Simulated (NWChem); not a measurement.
# doublet [S2F2]−: levels of theory compared

We compute a comparison of 6 runs (UHF/STO-3G, UHF/3-21G, UB3LYP/6-31G*, UB3LYP/def2-SVPD, UM06-2X/def2-SVPD) of doublet [S2F2]−. 

The calculation is run with NWChem 7.3.0.

29 further runs of the same task are left out: 29 set aside as unsound or not needed. Runs told in other sessions of the task aren't counted.

### Step 1. The structure to begin with

[S2F2]− has 4 atoms, charge -1, and is taken as a doublet. As SMILES of the parent species, `FS(F)=S`. The shape is that of a PBE0-D4/def2-TZVP optimisation. That shape belongs to the parent species and isn't relaxed for this state.

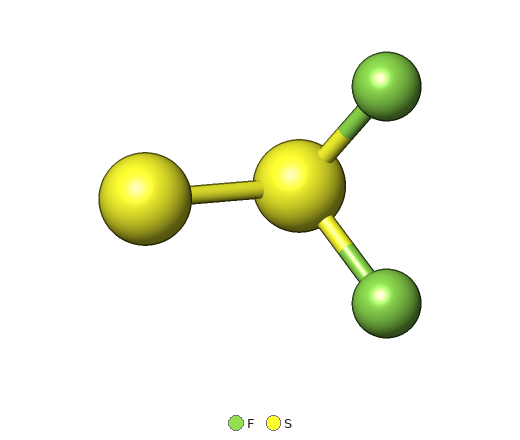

Viewed from a chosen angle; fluorine green, sulfur yellow.

### Step 2. The energy at UHF/STO-3G (run 1)

work.nw reads:

```
start work
memory stack 880 mb heap 220 mb global 1100 mb
charge -1

geometry units angstroms noautosym nocenter noautoz
 F        0.734930       0.336790       1.199050
 S       -0.480890      -0.090070       0.240730
 F        0.313460      -1.382440      -0.286190
 S       -0.567510       1.135710      -1.153590
end

basis "ao basis" spherical bse
 * library STO-3G
end

scf
 doublet
 uhf
 thresh 1e-08
 maxiter 80
end

task scf energy
```

On the command line:

```
nwchem work.nw > work.out
```

Output:

```text
[...]
  functions       =    28
[...]
  wavefunction    = UHF
[...]
         Total SCF energy =   -981.982005906097
      One electron energy =  -1867.913457336720
      Two electron energy =    645.260392287562
 Nuclear repulsion energy =    240.671059143062
                       Sz =      0.5000
                 Sz(Sz+1) =      0.7500
                      S^2 =      0.8021
[...]
```

Wall time 1.6 s (1 thread of Intel Xeon at 2.60GHz (Ice Lake), shared host); peak memory 0.099 GiB.

### Step 3. The energy at UHF/3-21G (run 2)

sp.nw reads:

```
echo
start sp
title "F2S2 hf"
memory total 2200 mb
charge -1

geometry units angstrom noautosym nocenter noautoz
 F      0.734930     0.336790     1.199050
 S     -0.480890    -0.090070     0.240730
 F      0.313460    -1.382440    -0.286190
 S     -0.567510     1.135710    -1.153590
end

basis spherical bse
 * library 3-21G
end

scf
 doublet
 uhf
 thresh 1e-08
 maxiter 80
end

task scf
```

On the command line:

```
nwchem sp.nw > sp.out
```

Output:

```text
[...]
  functions       =    44
[...]
  wavefunction    = UHF
[...]
         Total SCF energy =   -988.731755191474
      One electron energy =  -1863.480827649088
      Two electron energy =    634.078013314552
 Nuclear repulsion energy =    240.671059143062
                       Sz =      0.5000
                 Sz(Sz+1) =      0.7500
                      S^2 =      0.7661
[...]
```

It took 2.3 s on 1 thread of Intel Xeon at 2.60GHz (Ice Lake), shared host; peak memory 0.099 GiB.

Runs 3 to 5 aren't shown in full; the table further down has their settings and results.

### Step 4. A single-point energy at UM06-2X/def2-SVPD (run 6)

run.py reads:

```python
from ase import Atoms
from ase.calculators.nwchem import NWChem

atoms = Atoms('FSFS', positions=[
    [0.734930, 0.336790, 1.199050],
    [-0.480890, -0.090070, 0.240730],
    [0.313460, -1.382440, -0.286190],
    [-0.567510, 1.135710, -1.153590],
])

calc = NWChem(
    label='f2s2',
    theory='dft',
    memory='2200 mb',
    basis='def2-SVPD',
    basispar='spherical bse',
    charge=-1,
    dft={'xc': 'm06-2x', 'mult': '2', 'grid': 'fine', 'convergence': 'energy 1e-08', 'iterations': '100', 'mulliken': None},
    task='energy',
)
atoms.calc = calc

print(f"energy = {atoms.get_potential_energy():.6f} eV")
```

On the command line:

```
export ASE_NWCHEM_COMMAND="nwchem PREFIX.nwi > PREFIX.nwo"
python run.py
```

Output:

```text
energy = -27090.019318 eV
```

The calculator wrote f2s2.nwi:

```
title "f2s2"

permanent_dir f2s2

scratch_dir f2s2

start f2s2

geometry units angstrom nocenter noautosym noautoz
  F  7.3492999999999997e-01 3.3678999999999998e-01 1.1990499999999999e+00
  S  -4.8088999999999998e-01 -9.0069999999999997e-02 2.4073000000000000e-01
  F  3.1346000000000002e-01 -1.3824399999999999e+00 -2.8619000000000000e-01
  S  -5.6750999999999996e-01 1.1357100000000000e+00 -1.1535899999999999e+00
end

charge -1

memory 2200 mb

basis spherical bse noprint
   * library def2-SVPD
end

dft
  xc m06-2x
  mult 2
  grid fine
  convergence energy 1e-08
  iterations 100
  mulliken
end

task dft energy
```

f2s2.nwo:

```text
Northwest Computational Chemistry Package (NWChem) 7.3.0
             --------------------------------------------------------

           Job information
           ---------------

    nwchem branch   = 7.3.0
    use scalapack   = T
    input           = f2s2.nwi
    prefix          = f2s2.
    data base       = f2s2/f2s2.db
    status          = startup
    nproc           =        1

           Memory information
           ------------------

[... 5 lines left out ...]
    hardfail = no
[... 36 lines left out ...]
            Nuclear Dipole moment (a.u.)
[... 71 lines left out ...]
          Convergence on density requested:  1.00D-05
[... 24 lines left out ...]
          Convergence aids based upon iterative change in
[... 31 lines left out ...]
 2-e energy   =     646.627432
[... 52 lines left out ...]
           Coulomb energy =      703.856702272231
[... 718 lines left out ...]
                     DFT Final Beta Molecular Orbital Analysis
[... 812 lines left out ...]
     Multipole analysis of the density
     ---------------------------------

     L   x y z        total         alpha         beta         nuclear
     -   - - -        -----         -----         ----         -------
     0   0 0 0     -1.000000    -26.000000    -25.000000     50.000000

     1   1 0 0      0.428631      7.690490      6.606633    -13.868491
[... 8 lines of this table left out ...]
     2   0 0 2    -34.737621    -83.723599    -79.201532    128.187509

 Task  times  cpu:       32.4s     wall:       32.4s
 Total times  cpu:       32.4s     wall:       32.4s
```

Wall time 34 s (1 thread of Intel Xeon at 2.60GHz (Ice Lake), shared host); peak memory 0.11 GiB.

### Step 5. All runs side by side

```csv
run,level,iteration cap,module,energy (Eh),HOMO energy (eV),LUMO energy (eV),⟨S²⟩,wall time
1,UHF/STO-3G,80,scf,-981.982006,6.39,18.42,0.802,1.6 s
2,UHF/3-21G,80,scf,-988.731755,-0.12,10.44,0.766,2.3 s
3,UB3LYP/6-31G* (spherical functions),100,dft,-995.974856,3.10,5.88,0.753,23 s
4,UB3LYP/6-31G* (Cartesian functions),100,dft,-995.983421,–,–,0.753,24 s
5,UB3LYP/def2-SVPD,100,dft,-995.675830,2.00,4.04,0.753,26 s
6,UM06-2X/def2-SVPD,100,dft,-995.539856,0.98,4.08,0.754,34 s
```

### Step 6. Outcome

| quantity | value |
| --- | --- |
| run 6: total energy | -995.53986 Eh |
| run 6: HOMO energy (highest over α and β) | 0.98 eV |
| run 6: LUMO energy (lowest over α and β) | 4.08 eV |
| run 6: ⟨S²⟩ | 0.754 |

What this shows: Totals of different functionals can't be ranked against each other. In runs 1, 3, 5, 6 the HOMO lies above zero, from self-interaction, a short basis or an electron that isn't bound. In run 1 the basis is minimal, so the values are rough. All runs together took 1.9 min, the longest 34 s.
